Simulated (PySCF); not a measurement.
# C5H9ClOSi: what the fields show

The calculation's input:

```
{"job": {"kind": "nmr", "xc": "PBE0", "basis": "pcSseg-1"}, "charge": 0, "multiplicity": 1}
O     -1.817897    -0.630081     1.372618
C     -2.477692     0.016608     0.312270
C     -1.520614     0.454550    -0.790232
C     -0.579214    -0.523459    -1.393465
C     -0.031414     0.311244    -0.543829
Si     1.352749     0.859389     0.559530
C      2.870145    -0.193222     0.048588
Cl     2.477347    -1.919729     0.278246
H     -1.287521    -1.350652     1.011596
H     -3.267100    -0.631758    -0.103533
H     -2.954971     0.894585     0.754735
H     -1.890845     1.284827    -1.385083
H     -0.484519    -1.345435    -2.060822
H      1.679096     2.268993     0.313008
H      1.036106     0.583308     1.958417
H      3.748601     0.008786     0.656060
H      3.140745    -0.075924    -0.998015
```

Launched as:

```sh
OMP_NUM_THREADS=1 python probes_run.py task.json out
```

Geometry: GFN2-xTB.

Method: PBE0/pcSseg-1, SCF density, gas phase, non-relativistic in PySCF 2.14.0.

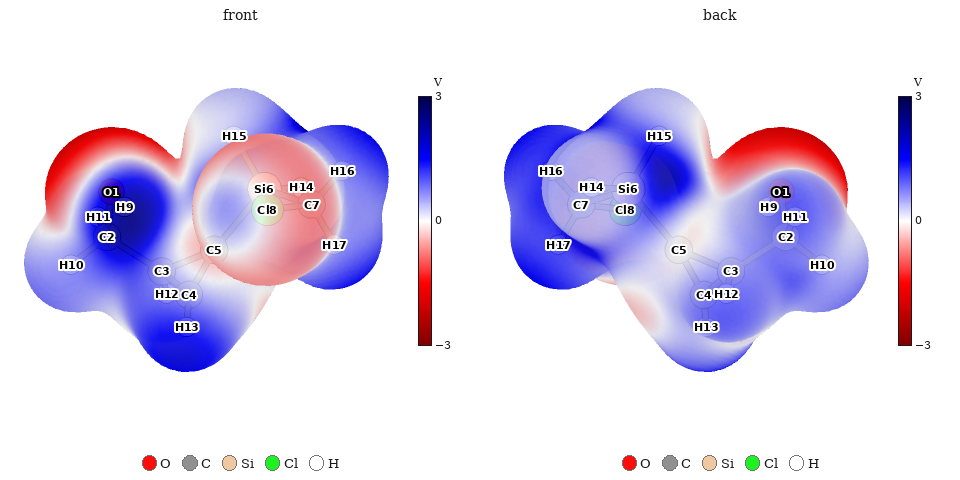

Figure 1. The electrostatic potential painted on the density surface at 0.004 e/bohr³, seen from the front and from behind; the colour scale runs from red (negative) to blue (positive).

Question: Describe the electrostatic potential map.

Answer: The most negative region (about −2.0 V) lies over O1, the most positive (about +2.3 V) over H9. Cl8 shows a σ-hole: about +0.5 V at the tip opposite its bond, against about −0.5 V on its flanks. O1 is the likeliest acceptor of a hydrogen bond.

Question: What dipole moment does the calculation give?

Answer: Its dipole moment is 2.21 D.

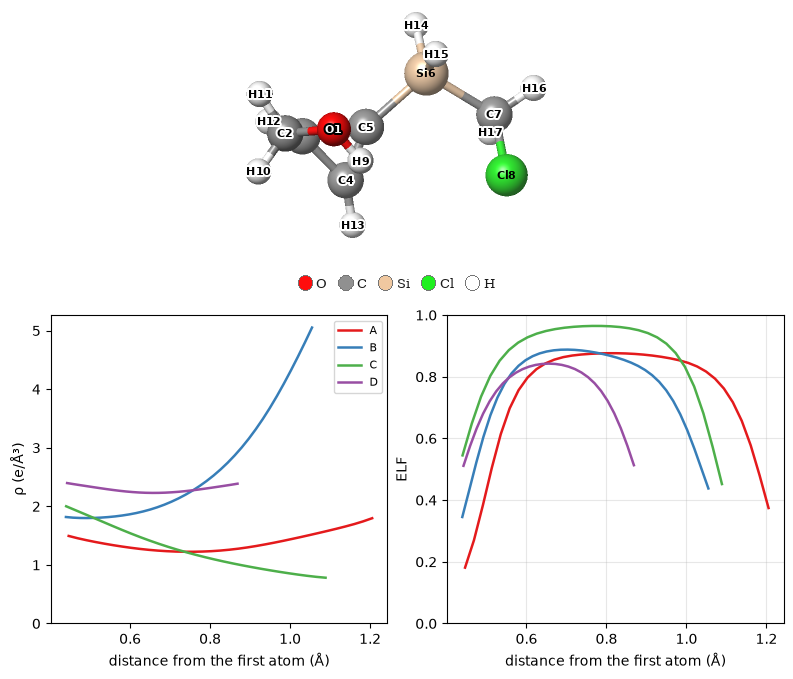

Figure 2. Electron density and electron localisation function along straight lines between neighbouring atoms. The curves leave out the atomic cores. The structure is drawn too.

Question: Which curve belongs to which contact (C–C, C–Cl, C–O and C–Si)? The first atom named is at distance zero.

Answer: Curve A: C–Cl (1.79 Å): ρ at the midpoint is about 1.3 e/Å³; the ELF peaks at about 0.90 between the atoms; a shared electron pair. Curve B: C–O (1.41 Å): ρ is about 2.1 e/Å³ halfway, with its minimum of 1.8 e/Å³ about 0.5 Å from C; the ELF peaks at about 0.90 between the atoms; a polar covalent bond. Curve C: C–Si (1.85 Å): ρ is about 0.94 e/Å³ halfway; the ELF peaks at about 0.95 between the atoms: a covalent bond. Curve D: C–C (1.31 Å): the density is about 2.2 e/Å³ at the midpoint; the ELF peaks at about 0.85 between the atoms; a short, multiple covalent bond.
